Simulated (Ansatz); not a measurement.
```xyz
11

C    -1.903    0.817    0.608
Al   -1.269   -0.733   -0.530
S     1.050   -0.902    1.264
Si    2.247   -0.516   -0.526
H    -2.874    1.218    0.241
H    -2.049    0.537    1.677
H    -1.179    1.665    0.593
H     1.178    0.356    1.787
H     1.568    0.479   -1.427
H     3.583    0.017   -0.088
H     2.383   -1.844   -1.200
```

**Where will the first 6 clear peaks of this molecule's radial distribution curve from gas electron diffraction lie, and which pairs make them?**

Peak 1, 1.12 Å: C–H 1.11–1.12 Å (×3)
Peak 2, 1.48 Å: S–H 1.37 Å, Si–H 1.50 Å (×3), not resolved
Peak 3, 2.18 Å: S–Si 2.19 Å; in its flanks Al–C 2.02 Å
Peak 4, 2.94 Å: S···Al 2.94 Å, S···H 2.96–3.07 Å (×3), not resolved; in its flanks Al···H 2.64–3.21 Å
Peak 5, 3.50 Å: S···H 3.44–3.47 Å (×2), S···C 3.48 Å, Si···Al 3.52 Å, not resolved
Peak 6, 4.51 Å: Si···H 4.21 Å, Si···C 4.50 Å, S···H 4.58 Å, not resolved; in its flanks Al···H 4.93 Å, Si···H 4.94 Å

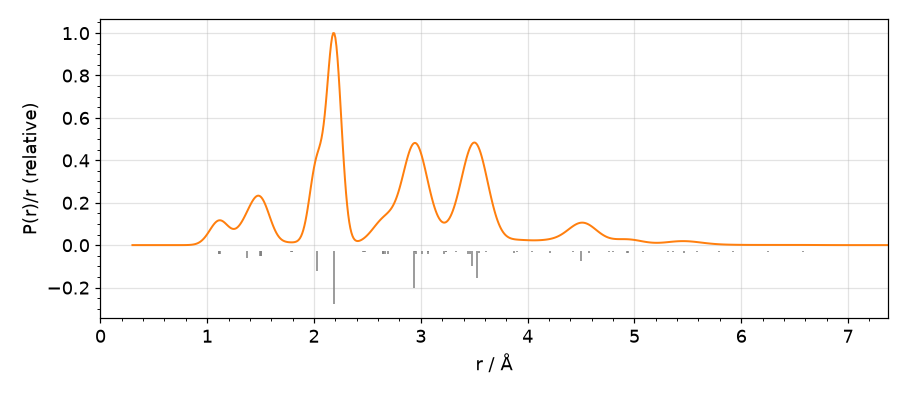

Simulated gas electron diffraction: radial distribution curve of CH7AlSSi. Each pair of atoms contributes with weight ZᵢZⱼ/r (bars below the curve); damping constant 0.001 Å²; vibrational amplitudes assumed, not computed: 0.05 Å for bonds, 0.078 Å for bonds to H, 0.06 + 0.015 r up to 0.15 Å for other pairs. The geometry is the end point of an optimisation (Ansatz 0.2.0, UKS PBE-D4/def2-SVP); it may be a saddle point or a higher isomer.
